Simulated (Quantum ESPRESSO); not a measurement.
# Collinear magnetic orders of MnCO3 (Rhodochrosite) with Quantum ESPRESSO, part 2 of 2

Does MnCO3 (Rhodochrosite) prefer parallel or opposed moments?

Quantum ESPRESSO 7.5; LDA; plane waves with GBRV 1.5 LDA potentials, no spin-orbit coupling.

So far, absolute magnetization (μB): step 2 (start 1: ferro ++) 10.

### 3. Run 2 (antiferro +−)

File pw.in:

```
&CONTROL
  calculation = 'scf'
  prefix = 'pwscf'
  outdir = './tmp'
  pseudo_dir = './pseudo'
  disk_io = 'nowf'
/
&SYSTEM
  ibrav = 0
  celldm(1) = 8
  nat = 10
  ntyp = 4
  ecutwfc = 40
  ecutrho = 280
  nbnd = 50
  occupations = 'smearing'
  smearing = 'fd'
  degauss = 0.00367493
  nspin = 2
  starting_magnetization(1) = 0.3
  starting_magnetization(2) = -0.3
  starting_magnetization(3) = 0
  starting_magnetization(4) = 0
/
&ELECTRONS
  conv_thr = 2d-08
  electron_maxstep = 150
  mixing_beta = 0.3
/
ATOMIC_SPECIES
Mn1    54.9380 mn_lda_v1.5.uspp.F.UPF
Mn2    54.9380 mn_lda_v1.5.uspp.F.UPF
C      12.0110 c_lda_v1.2.uspp.F.UPF
O      15.9990 o_lda_v1.2.uspp.F.UPF
CELL_PARAMETERS alat
   0.5637289245524    0.3254690463354    1.2316290017248
  -0.5637289245524    0.3254690463354    1.2316290017248
   0.0000000000000   -0.6509380926707    1.2316290017248
ATOMIC_POSITIONS crystal
Mn1     0.0000000000    0.0000000000    0.0000000000
Mn2     0.5000000000    0.5000000000    0.5000000000
C       0.2500000000    0.2500000000    0.2500000000
C       0.7500000000    0.7500000000    0.7500000000
O       0.5195000000    0.9805000000    0.2500000000
O       0.2500000000    0.5195000000    0.9805000000
O       0.9805000000    0.2500000000    0.5195000000
O       0.4805000000    0.0195000000    0.7500000000
O       0.7500000000    0.4805000000    0.0195000000
O       0.0195000000    0.7500000000    0.4805000000
K_POINTS automatic
6 6 6 0 0 0
```

Launch:

```console
OMP_NUM_THREADS=1 mpirun -n 4 pw.x -nk 4 -in pw.in > pw.out
```

The log of the run:

```text
[banner, memory and clock lines left out]
Program PWSCF v.7.5 starts

     Message from routine setup:
     using ibrav=0 with symmetry is DISCOURAGED, use correct ibrav instead

     bravais-lattice index     =            0
     lattice parameter (alat)  =       8.0000  a.u.
     unit-cell volume          =     694.1944 (a.u.)^3
     number of atoms/cell      =           10
     number of atomic types    =            4
     number of electrons       =        74.00
     number of Kohn-Sham states=           50
     kinetic-energy cutoff     =      40.0000  Ry
     charge density cutoff     =     280.0000  Ry
     scf convergence threshold =      2.0E-08
     mixing beta               =       0.3000
     number of iterations used =            8  plain     mixing
     Exchange-correlation= SLA  PZ   NOGX NOGC
                           (   1   1   0   0   0   0   0)

     celldm(1)=   8.000000  celldm(2)=   0.000000  celldm(3)=   0.000000
     celldm(4)=   0.000000  celldm(5)=   0.000000  celldm(6)=   0.000000

     crystal axes: (cart. coord. in units of alat)
               a(1) = (   0.563729   0.325469   1.231629 )
               a(2) = (  -0.563729   0.325469   1.231629 )
               a(3) = (   0.000000  -0.650938   1.231629 )

     reciprocal axes: (cart. coord. in units 2 pi/alat)
               b(1) = (  0.886951  0.512081  0.270644 )
               b(2) = ( -0.886951  0.512081  0.270644 )
               b(3) = (  0.000000 -1.024163  0.270644 )

     PseudoPot. # 1 for Mn read from file:
     mn_lda_v1.5.uspp.F.UPF
     Pseudo is Ultrasoft + core correction, Zval = 15.0

     PseudoPot. # 2 for Mn read from file:
     mn_lda_v1.5.uspp.F.UPF
     Pseudo is Ultrasoft + core correction, Zval = 15.0

     PseudoPot. # 3 for C  read from file:
     c_lda_v1.2.uspp.F.UPF
     Pseudo is Ultrasoft + core correction, Zval =  4.0

     PseudoPot. # 4 for O  read from file:
     o_lda_v1.2.uspp.F.UPF
     Pseudo is Ultrasoft + core correction, Zval =  6.0

     atomic species   valence    mass     pseudopotential
     Mn1              15.00    54.93800     Mn( 1.00)
     Mn2              15.00    54.93800     Mn( 1.00)
     C                 4.00    12.01100     C ( 1.00)
     O                 6.00    15.99900     O ( 1.00)

     Starting magnetic structure
     atomic species   magnetization
     Mn1             0.300
     Mn2            -0.300
     C               0.000
     O               0.000

      6 Sym. Ops., with inversion, found

   Cartesian axes

     site n.     atom                  positions (alat units)
         1        Mn1    tau(   1) = (   0.0000000   0.0000000   0.0000000  )
         2        Mn2    tau(   2) = (   0.0000000   0.0000000   1.8474435  )
         3        C      tau(   3) = (   0.0000000   0.0000000   0.9237218  )
         4        C      tau(   4) = (   0.0000000   0.0000000   2.7711653  )
         5        O      tau(   5) = (  -0.2598790   0.3254690   2.1553508  )
         6        O      tau(   6) = (  -0.1519249  -0.3877964   2.1553508  )
         7        O      tau(   7) = (   0.4118040   0.0623273   2.1553508  )
         8        O      tau(   8) = (   0.2598790  -0.3254690   1.5395363  )
         9        O      tau(   9) = (   0.1519249   0.3877964   1.5395363  )
        10        O      tau(  10) = (  -0.4118040  -0.0623273   1.5395363  )

     number of k points=    40  Fermi-Dirac smearing, width (Ry)=  0.0037
                       cart. coord. in units 2pi/alat
        k(    1) = (   0.0000000   0.0000000   0.0000000), wk =   0.0046296
        k(    2) = (   0.0000000  -0.1706938   0.0451074), wk =   0.0277778
        k(    3) = (   0.0000000  -0.3413876   0.0902148), wk =   0.0277778
        k(    4) = (   0.0000000   0.5120815  -0.1353221), wk =   0.0138889
        k(    5) = (  -0.1478252  -0.0853469   0.0902148), wk =   0.0277778
        [... 35 further k-points ...]

     Dense  grid:    54851 G-vectors     FFT dimensions: (  60,  60,  60)

     Smooth grid:    23739 G-vectors     FFT dimensions: (  45,  45,  45)

     Check: negative core charge=   -0.000031
     Generating pointlists ...
     new r_m :   0.2137 (alat units)  1.7092 (a.u.) for type    1
     new r_m :   0.2137 (alat units)  1.7092 (a.u.) for type    2
     new r_m :   0.1253 (alat units)  1.0027 (a.u.) for type    3
     new r_m :   0.1253 (alat units)  1.0027 (a.u.) for type    4

     Initial potential from superposition of free atoms

     starting charge      72.9998, renormalised to      74.0000
     Starting wfcs are   58 randomized atomic wfcs

     Self-consistent Calculation

     iteration #  1     ecut=    40.00 Ry     beta= 0.30
     Davidson diagonalization with overlap
     ethr =  1.00E-02,  avg # of iterations =  3.1

     total energy              =    -639.07818306 Ry
     estimated scf accuracy    <       1.19966655 Ry

     total magnetization       =    -0.00 Bohr mag/cell
     absolute magnetization    =     9.49 Bohr mag/cell

     iteration #  2     ecut=    40.00 Ry     beta= 0.30
     Davidson diagonalization with overlap
     ethr =  1.62E-03,  avg # of iterations =  2.0

     total energy              =    -639.25499345 Ry
     estimated scf accuracy    <       0.08691789 Ry

     total magnetization       =     0.00 Bohr mag/cell
     absolute magnetization    =     9.39 Bohr mag/cell

     [... further iterations left out ...]

     iteration # 10     ecut=    40.00 Ry     beta= 0.30
     Davidson diagonalization with overlap
     ethr =  9.25E-10,  avg # of iterations =  2.0

     negative rho (up, down):  3.024E-04 3.024E-04

     total energy              =    -639.25987666 Ry
     estimated scf accuracy    <       0.00000012 Ry

     total magnetization       =     0.00 Bohr mag/cell
     absolute magnetization    =     9.43 Bohr mag/cell

     iteration # 11     ecut=    40.00 Ry     beta= 0.30
     Davidson diagonalization with overlap
     ethr =  1.66E-10,  avg # of iterations =  2.0

     negative rho (up, down):  3.022E-04 3.022E-04

     Magnetic moment per site  (integrated on atomic sphere of radius R)
     atom   1 (R=0.214)  charge= 12.5064  magn=  4.1347
     atom   2 (R=0.214)  charge= 12.5064  magn= -4.1347
     atom   3 (R=0.125)  charge=  1.3085  magn= -0.0000
     atom   4 (R=0.125)  charge=  1.3085  magn= -0.0000
     atom   5 (R=0.125)  charge=  3.2939  magn= -0.0000
     atom   6 (R=0.125)  charge=  3.2939  magn= -0.0000
     atom   7 (R=0.125)  charge=  3.2939  magn= -0.0000
     atom   8 (R=0.125)  charge=  3.2939  magn= -0.0000
     atom   9 (R=0.125)  charge=  3.2939  magn= -0.0000
     atom  10 (R=0.125)  charge=  3.2939  magn= -0.0000

     End of self-consistent calculation

     [... lines left out ...]
     the Fermi energy is     8.7580 ev

!    total energy              =    -639.25987669 Ry
     estimated scf accuracy    <          3.6E-09 Ry
     smearing contrib. (-TS)   =      -0.00000000 Ry
     internal energy E=F+TS    =    -639.25987669 Ry

     The total energy is F=E-TS. E is the sum of the following terms:
     one-electron contribution =    -329.43871988 Ry
     hartree contribution      =     199.08932442 Ry
     xc contribution           =    -103.20613589 Ry
     ewald contribution        =    -405.70434535 Ry

     total magnetization       =     0.00 Bohr mag/cell
     absolute magnetization    =     9.43 Bohr mag/cell

     convergence has been achieved in  11 iterations
```

The job ended after 81 s (4 MPI ranks of Arm Neoverse V2, shared host; peak memory 0.66 GiB; 5.4 min of CPU time).

Spin moment in the atom's sphere by atom:

```tsv
atom	spin moment in the atom's sphere (μB)
Mn1	4.13
Mn2	-4.13
C3	0.00
C4	0.00
O5	0.00
O6	0.00
O7	0.00
O8	0.00
O9	0.00
O10	0.00
```

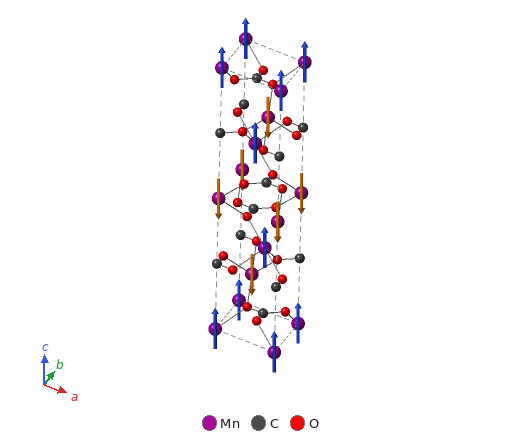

Spin moment in the atom's sphere as arrows, the longest 4.13 μB. Up and down stand for the sign. Arrows give size and sign along the axis of quantisation, drawn up and down the page. The two directions have two colours. Bonds to atoms that aren't drawn are left out. Some periodic images of atoms are drawn too.

Read from the output:

| Property | Result |
| --- | --- |
| smearing term TS | 1.38e-9 eV |
| magnetization | 0 μB |
| absolute magnetization | 9.426 μB |
| final state | antiferromagnetic |

### 4. Energies of the orders

An order is kept where moments of 0.15 μB or more survive with the typed signs; meshes match where a doubled cell samples the same k points as the first cell.

Orders:

```tsv
start	final state	typed order kept	energy over the lowest (meV a seeded atom)	largest site moment (μB)	net moment (μB a cell of the first run)	mesh matched	CPU time (s)
ferro ++	ferromagnetic	yes	50.31	4.176	10	yes	298.3
antiferro +-	antiferromagnetic	yes	0	4.135	0	yes	322.4
```

### 5. What came out

| Item | Value |
| --- | --- |
| lowest state found | antiferromagnetic (from antiferro +-) |
| largest site moment | 4.13 μB |
| next state with moments | ferromagnetic, 50.3 meV a seeded atom higher |

This is the lowest of 2 collinear or spinless starts, no proof of the ground state. No Hubbard term acts here. In such compounds local and semilocal functionals without one often delocalise the d electrons, and can shrink or lose moments and miss the size, sign and order of the couplings.

[Logs and program files are shortened in this print: banners, set-up blocks, solver, clock and traceback lines can be left out without a mark of their own.]

[Logs are printed without paths, hosts, clocks, repeated set-up lines and the standing remarks that a program may print on its own settings, such as how far it seeks lower states.]

[Hosts, paths, dates, database ids (printed as entryN), source tags and the programs' standing remarks are cut or masked in the printed files.]

[Where a cell is said to come from a database of computed structures, the database is the Materials Project.]
